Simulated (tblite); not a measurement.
C$_{5}$H$_{12}$O$_{2}$Si: geometry relaxation (part 1 of 3)

System: C$_{5}$H$_{12}$O$_{2}$Si.
Method: GFN2-xTB geometry optimisation, gas phase (tblite 0.8.0).

It belongs to a series of runs on one base structure; here: C replaced by Si.

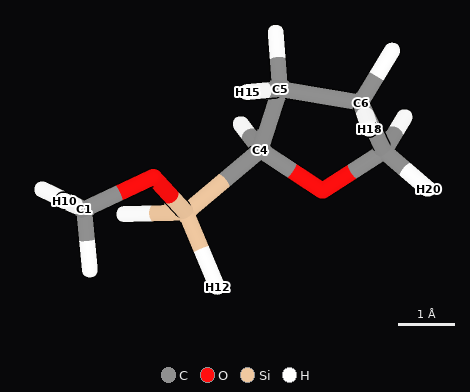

*The structure as given in the input (stick view, seen at a tilt; atoms are numbered from 1 in the order of the input).*

**The input**
```
{"job": {"kind": "relax", "xc": "GFN2-xTB", "basis": "xTB"}, "charge": 0, "multiplicity": 1}
C      3.295600     0.623500    -0.212200
O      1.914900     0.727200    -0.003000
Si     1.206100    -0.670900    -0.710900
C     -0.503600    -0.885100     0.011300
C     -0.919900     0.249300     0.908700
C     -2.141300     0.838400     0.230700
C     -2.554500    -0.296300    -0.669600
O     -1.408800    -0.996900    -1.006900
H      3.453900     0.340700    -1.269900
H      3.828400     1.566800    -0.008100
H      3.739500    -0.197200     0.394400
H      1.088000    -0.530700    -2.168600
H      2.045000    -1.809800    -0.362300
H     -0.510700    -1.819800     0.611100
H     -0.140500     1.040600     0.978100
H     -1.230200    -0.105500     1.928000
H     -2.941000     1.017900     0.965500
H     -1.936900     1.766500    -0.316900
H     -3.261000    -0.979800    -0.144700
H     -3.028100     0.131800    -1.567800
```

The first line tells a small driver script what to run in tblite; the rest is the geometry in Å.

Command:
```bash
OMP_NUM_THREADS=1 python <driver script> task.json out
```

**Log**
```
step      E/eV     max force
  0    -726.69307    2.154
  1    -726.93184    1.237
  2    -726.99314    0.565
  3    -727.03549    0.754
  4    -727.09460    0.687
  5    -727.13248    0.477
  6    -727.15915    0.392
  7    -727.17894    0.364
  8    -727.19764    0.345
  9    -727.21316    0.399
 10    -727.22672    0.315
 11    -727.23867    0.220
 12    -727.25096    0.266
 13    -727.26388    0.307
 14    -727.27440    0.246
 15    -727.28178    0.166
 16    -727.28758    0.139
 17    -727.29180    0.165
 18    -727.29543    0.175
 19    -727.29888    0.138
 20    -727.30177    0.115
 21    -727.30398    0.105
 22    -727.30563    0.095
 23    -727.30702    0.076
 24    -727.30830    0.070
 25    -727.30941    0.086
 26    -727.31045    0.095
 27    -727.31161    0.080
 28    -727.31292    0.080
 29    -727.31432    0.097
 30    -727.31587    0.091
 31    -727.31761    0.084
 32    -727.31945    0.088
 33    -727.32114    0.085
 34    -727.32250    0.072
 35    -727.32353    0.067
 36    -727.32454    0.066
 37    -727.32567    0.069
 38    -727.32655    0.055
 39    -727.32702    0.045
 40    -727.32729    0.041
 41    -727.32754    0.033
 42    -727.32781    0.032
 43    -727.32801    0.032
 44    -727.32816    0.027
 45    -727.32832    0.028
 46    -727.32854    0.035
 47    -727.32879    0.039
 48    -727.32903    0.031
 49    -727.32924    0.037
 50    -727.32945    0.033
 51    -727.32970    0.039
 52    -727.32996    0.041
 53    -727.33018    0.039
 54    -727.33036    0.044
 55    -727.33053    0.031
 56    -727.33070    0.031
 57    -727.33085    0.025
 58    -727.33098    0.030
 59    -727.33109    0.029
 60    -727.33122    0.026
 61    -727.33137    0.027
 62    -727.33154    0.032
 63    -727.33171    0.031
 64    -727.33185    0.026
 65    -727.33195    0.022
 66    -727.33202    0.017
 67    -727.33209    0.020
 68    -727.33214    0.018
 69    -727.33219    0.012
 70    -727.33223    0.015
 71    -727.33228    0.015
 72    -727.33234    0.020
 73    -727.33243    0.025
 74    -727.33254    0.030
 75    -727.33271    0.038
 76    -727.33301    0.049
 77    -727.33346    0.056
 78    -727.33392    0.050
 79    -727.33425    0.047
 80    -727.33429    0.071
 81    -727.33466    0.036
 82    -727.33487    0.042
 83    -727.33528    0.043
 84    -727.33548    0.037
 85    -727.33567    0.033
 86    -727.33581    0.022
 87    -727.33592    0.035
 88    -727.33608    0.029
 89    -727.33628    0.033
 90    -727.33646    0.027
 91    -727.33655    0.029
 92    -727.33665    0.028
 93    -727.33676    0.023
 94    -727.33687    0.035
 95    -727.33704    0.032
 96    -727.33731    0.033
 97    -727.33757    0.033
 98    -727.33779    0.034
 99    -727.33790    0.060
100    -727.33813    0.036
101    -727.33830    0.028
102    -727.33859    0.028
103    -727.33882    0.032
104    -727.33915    0.038
105    -727.33947    0.040
106    -727.33978    0.053
107    -727.34012    0.033
108    -727.34047    0.037
109    -727.34069    0.032
110    -727.34091    0.033
111    -727.34123    0.029
112    -727.34156    0.026
113    -727.34177    0.025
114    -727.34183    0.043
115    -727.34198    0.026
116    -727.34212    0.027
117    -727.34232    0.042
118    -727.34249    0.039
119    -727.34265    0.030
120    -727.34279    0.019
121    -727.34290    0.016
122    -727.34298    0.015
123    -727.34304    0.018
124    -727.34314    0.027
125    -727.34328    0.041
126    -727.34347    0.038
127    -727.34368    0.047
128    -727.34390    0.035
129    -727.34411    0.034
130    -727.34439    0.035
131    -727.34473    0.041
132    -727.34523    0.048
133    -727.34571    0.070
134    -727.34659    0.074
135    -727.34761    0.090
136    -727.34969    0.102
137    -727.35138    0.102
138    -727.34726    0.324
139    -727.35424    0.099
140    -727.35626    0.090
141    -727.35988    0.254
142    -727.36442    0.129
143    -727.36825    0.087
144    -727.36836    0.265
145    -727.37469    0.086
146    -727.37717    0.078
147    -727.37764    0.281
148    -727.38257    0.058
149    -727.38378    0.072
150    -727.38510    0.123
151    -727.38606    0.063
152    -727.38677    0.034
153    -727.38714    0.051
154    -727.38745    0.056
155    -727.38775    0.047
156    -727.38829    0.060
157    -727.38860    0.045
158    -727.38893    0.049
159    -727.38921    0.036
160    -727.38950    0.040
161    -727.38977    0.047
162    -727.39005    0.045
163    -727.39035    0.043
164    -727.39070    0.051
165    -727.39106    0.057
166    -727.39143    0.058
167    -727.39166    0.041
168    -727.39183    0.027
169    -727.39195    0.025
170    -727.39204    0.022
171    -727.39211    0.025
172    -727.39217    0.016
173    -727.39222    0.017
174    -727.39227    0.015
175    -727.39231    0.017
176    -727.39235    0.016
177    -727.39239    0.016
178    -727.39243    0.015
179    -727.39247    0.011
180    -727.39252    0.014
181    -727.39258    0.016
182    -727.39265    0.016
183    -727.39272    0.018
184    -727.39279    0.020
185    -727.39288    0.024
186    -727.39303    0.026
187    -727.39327    0.036
188    -727.39366    0.049
189    -727.39421    0.074
190    -727.39499    0.096
191    -727.39632    0.124
192    -727.39811    0.132
193    -727.39946    0.136
194    -727.39738    0.180
195    -727.40240    0.096
196    -727.40340    0.091
197    -727.40496    0.101
198    -727.40613    0.094
199    -727.40735    0.083
200    -727.40820    0.065
201    -727.40828    0.110
202    -727.40861    0.057
203    -727.40891    0.072
204    -727.40948    0.040
205    -727.40970    0.033
206    -727.41000    0.044
207    -727.41027    0.032
208    -727.41047    0.032
209    -727.41067    0.029
210    -727.41083    0.035
211    -727.41096    0.020
212    -727.41107    0.023
213    -727.41117    0.020
214    -727.41128    0.019
215    -727.41139    0.015
216    -727.41148    0.015
217    -727.41155    0.015
218    -727.41160    0.016
219    -727.41163    0.013
220    -727.41166    0.018
221    -727.41168    0.012
222    -727.41171    0.009
```

**Trajectory as extended XYZ (Å, eV, eV/Å), 24 of the 223 frames kept, from step=0 to step=222**
```
20
Properties=species:S:1:pos:R:3:forces:R:3 step=0 energy=-726.69307
C     3.2956    0.6235   -0.2122    0.7680  -0.1050  -0.3930
O     1.9149    0.7272   -0.0030   -0.2930  -1.8820  -0.7720
Si    1.2061   -0.6709   -0.7109    0.4830   1.3830   0.1620
C    -0.5036   -0.8851    0.0113    1.1900  -0.7620   1.6260
C    -0.9199    0.2493    0.9087    0.0540   1.3000   1.4780
C    -2.1413    0.8384    0.2307   -0.6560   0.3980   0.7340
C    -2.5545   -0.2963   -0.6696   -1.2860   0.1590  -0.4390
O    -1.4088   -0.9969   -1.0069   -0.5640  -0.3290  -1.9230
H     3.4539    0.3407   -1.2699    0.3370   0.3050   0.3900
H     3.8284    1.5668   -0.0081   -0.4630  -0.2850   0.0520
H     3.7395   -0.1972    0.3944   -0.2280   0.6110  -0.1780
H     1.0880   -0.5307   -2.1686    0.1330   0.0740   0.1590
H     2.0450   -1.8098   -0.3623    0.1080  -0.1710   0.0200
H    -0.5107   -1.8198    0.6111   -0.1280   0.0300  -0.0860
H    -0.1405    1.0406    0.9781   -0.4040  -0.6960   0.3310
H    -1.2302   -0.1055    1.9280    0.6100   0.3010  -0.7420
H    -2.9410    1.0179    0.9655    0.2230   0.2890  -0.2630
H    -1.9369    1.7665   -0.3169    0.0340  -0.3170   0.0750
H    -3.2610   -0.9798   -0.1447    0.0750   0.2810  -0.2210
H    -3.0281    0.1318   -1.5678    0.0060  -0.5850  -0.0090
20
Properties=species:S:1:pos:R:3:forces:R:3 step=10 energy=-727.22672
C     3.3659    0.6213   -0.2452    0.0540   0.0730   0.0030
O     1.9715    0.5599   -0.0892    0.2250  -0.2180  -0.0370
Si    1.2060   -0.7272   -0.7396    0.0110  -0.0680  -0.0220
C    -0.5094   -0.8797    0.0680    0.0340   0.0290   0.0080
C    -0.9535    0.2810    0.9828   -0.0630   0.0470  -0.1710
C    -2.1897    0.8524    0.2679   -0.0800  -0.0520  -0.0510
C    -2.6083   -0.2830   -0.6759    0.0920  -0.0690  -0.0310
O    -1.4118   -0.9252   -1.0423    0.1300  -0.0250   0.0770
H     3.6585    0.4141   -1.2794   -0.0470   0.0980   0.0870
H     3.6943    1.6210    0.0320    0.0370  -0.0010   0.0520
H     3.8491   -0.1302    0.3895   -0.0410   0.1820  -0.0260
H     1.1094   -0.5104   -2.1879   -0.0420  -0.1300   0.1050
H     2.0378   -1.9037   -0.4108   -0.1610  -0.0260  -0.1220
H    -0.6021   -1.8251    0.6170   -0.0310  -0.0470   0.0110
H    -0.1677    1.0292    1.0634   -0.0180   0.0260   0.0160
H    -1.1776   -0.0773    1.9930   -0.0890   0.0210  -0.2080
H    -2.9889    1.1182    0.9542   -0.0360   0.0140   0.0570
H    -1.9255    1.7361   -0.3170    0.0390  -0.0810   0.0410
H    -3.2905   -0.9932   -0.1813    0.0650   0.0320   0.1310
H    -3.0726    0.0327   -1.6119   -0.0790   0.1960   0.0810
20
Properties=species:S:1:pos:R:3:forces:R:3 step=19 energy=-727.29888
C     3.4165    0.6557   -0.2371   -0.0360   0.0430   0.0560
O     2.0365    0.4527   -0.0919    0.0420  -0.0630  -0.0110
Si    1.2152   -0.7923   -0.7461    0.0070  -0.0660  -0.0180
C    -0.5127   -0.8714    0.0653    0.0480   0.0560   0.0040
C    -0.9657    0.2943    0.9730   -0.0090   0.0030  -0.0450
C    -2.1980    0.8611    0.2627   -0.0450   0.0060  -0.0570
C    -2.6077   -0.2807   -0.6660    0.0220  -0.0490  -0.0250
O    -1.4039   -0.8943   -1.0576    0.0640   0.0040   0.0820
H     3.7428    0.5165   -1.2723   -0.0880  -0.0200   0.1050
H     3.6492    1.6740    0.0759   -0.0480   0.0140   0.0010
H     3.9584   -0.0436    0.4043    0.0260  -0.0010  -0.0770
H     1.0687   -0.5941   -2.1886    0.0030  -0.0070   0.0150
H     1.9512   -2.0476   -0.5033   -0.0620   0.0350   0.0020
H    -0.6408   -1.8129    0.6238    0.0000   0.0440  -0.1040
H    -0.1937    1.0532    1.0795    0.0470  -0.0550   0.0170
H    -1.2302   -0.0780    1.9637    0.0590   0.0100  -0.0080
H    -3.0001    1.1320    0.9453    0.0160   0.0420   0.0290
H    -1.9265    1.7292   -0.3365    0.0050   0.0480   0.0150
H    -3.2475   -1.0050   -0.1388   -0.0210   0.0060   0.0290
H    -3.1169    0.0620   -1.5680   -0.0290  -0.0490  -0.0110
20
Properties=species:S:1:pos:R:3:forces:R:3 step=29 energy=-727.31432
C     3.4049    0.6669   -0.2151   -0.0270  -0.0020   0.0180
O     2.0449    0.3848   -0.0465   -0.0250  -0.0280  -0.0150
Si    1.2220   -0.8217   -0.7596   -0.0440  -0.0750   0.0420
C    -0.5057   -0.8590    0.0444    0.0130   0.0060   0.0410
C    -0.9505    0.3077    0.9554   -0.0030  -0.0330  -0.0040
C    -2.1911    0.8754    0.2562   -0.0060  -0.0030  -0.0480
C    -2.6054   -0.2806   -0.6573    0.0080  -0.0170  -0.0270
O    -1.4003   -0.8738   -1.0716    0.0320  -0.0120   0.0370
H     3.7075    0.5520   -1.2569   -0.0140   0.0440  -0.0050
H     3.5820    1.6924    0.1094    0.0020   0.0120  -0.0160
H     4.0074   -0.0105    0.3931   -0.0030  -0.0190   0.0140
H     1.0719   -0.6138   -2.2003    0.0620   0.0290   0.0270
H     1.8983   -2.1081   -0.5171    0.0040   0.0320  -0.0310
H    -0.6434   -1.8032    0.5943   -0.0200   0.0340  -0.0180
H    -0.1675    1.0553    1.0718   -0.0240  -0.0320  -0.0440
H    -1.2134   -0.0709    1.9432    0.0520   0.0010   0.0320
H    -2.9836    1.1555    0.9480    0.0310  -0.0190   0.0120
H    -1.9265    1.7452   -0.3429    0.0140   0.0200  -0.0550
H    -3.2204   -1.0075   -0.1016    0.0150   0.0120   0.0010
H    -3.1362    0.0244   -1.5599   -0.0660   0.0520   0.0390
20
Properties=species:S:1:pos:R:3:forces:R:3 step=39 energy=-727.32702
C     3.3628    0.6761   -0.1890   -0.0120  -0.0120  -0.0050
O     2.0284    0.3140    0.0162   -0.0120  -0.0090   0.0030
Si    1.2255   -0.8696   -0.7541   -0.0130  -0.0070   0.0030
C    -0.5119   -0.8721    0.0234    0.0060   0.0110   0.0160
C    -0.9190    0.3148    0.9264   -0.0010  -0.0050  -0.0010
C    -2.1680    0.8840    0.2436   -0.0010   0.0070  -0.0010
C    -2.6056   -0.2795   -0.6467   -0.0090  -0.0060   0.0150
O    -1.4059   -0.8620   -1.0931   -0.0050  -0.0100   0.0250
H     3.6305    0.6082   -1.2443    0.0090   0.0300  -0.0140
H     3.4920    1.7033    0.1535    0.0280  -0.0170   0.0210
H     4.0214    0.0128    0.3757    0.0040   0.0250   0.0190
H     1.1520   -0.5888   -2.1877   -0.0110  -0.0150   0.0010
H     1.8781   -2.1720   -0.5460    0.0060   0.0170  -0.0090
H    -0.6842   -1.8058    0.5807   -0.0120   0.0100  -0.0280
H    -0.1274    1.0569    1.0054    0.0020  -0.0200  -0.0400
H    -1.1508   -0.0406    1.9309    0.0100   0.0000  -0.0030
H    -2.9437    1.1780    0.9476    0.0080   0.0060   0.0120
H    -1.9078    1.7407   -0.3774    0.0040   0.0130  -0.0080
H    -3.1843   -1.0096   -0.0589   -0.0260  -0.0090   0.0000
H    -3.1871    0.0219   -1.5190    0.0270  -0.0070  -0.0060
20
Properties=species:S:1:pos:R:3:forces:R:3 step=48 energy=-727.32903
C     3.3589    0.6808   -0.1798   -0.0210  -0.0080  -0.0060
O     2.0283    0.3012    0.0220   -0.0270   0.0020   0.0060
Si    1.2232   -0.8781   -0.7543    0.0080  -0.0070  -0.0090
C    -0.5171   -0.8803    0.0206    0.0260   0.0080   0.0120
C    -0.9109    0.3152    0.9172    0.0090  -0.0030  -0.0090
C    -2.1650    0.8850    0.2432    0.0090   0.0030  -0.0060
C    -2.6112   -0.2803   -0.6417   -0.0040   0.0040   0.0030
O    -1.4154   -0.8685   -1.0913    0.0010  -0.0190   0.0220
H     3.6210    0.6372   -1.2377    0.0300   0.0030  -0.0060
H     3.4833    1.7030    0.1796   -0.0110  -0.0090   0.0250
H     4.0267    0.0182    0.3751   -0.0040   0.0000  -0.0140
H     1.1498   -0.5976   -2.1880   -0.0150   0.0040   0.0000
H     1.8811   -2.1785   -0.5572    0.0000   0.0010   0.0090
H    -0.6953   -1.8119    0.5793    0.0080   0.0160  -0.0040
H    -0.1136    1.0530    0.9707   -0.0090  -0.0050   0.0050
H    -1.1289   -0.0281    1.9292    0.0120   0.0110  -0.0160
H    -2.9300    1.1884    0.9552   -0.0040  -0.0240  -0.0090
H    -1.9075    1.7382   -0.3841    0.0070   0.0120  -0.0020
H    -3.1957   -1.0053   -0.0525   -0.0030  -0.0030  -0.0040
H    -3.1867    0.0191   -1.5182   -0.0130   0.0140   0.0040
```
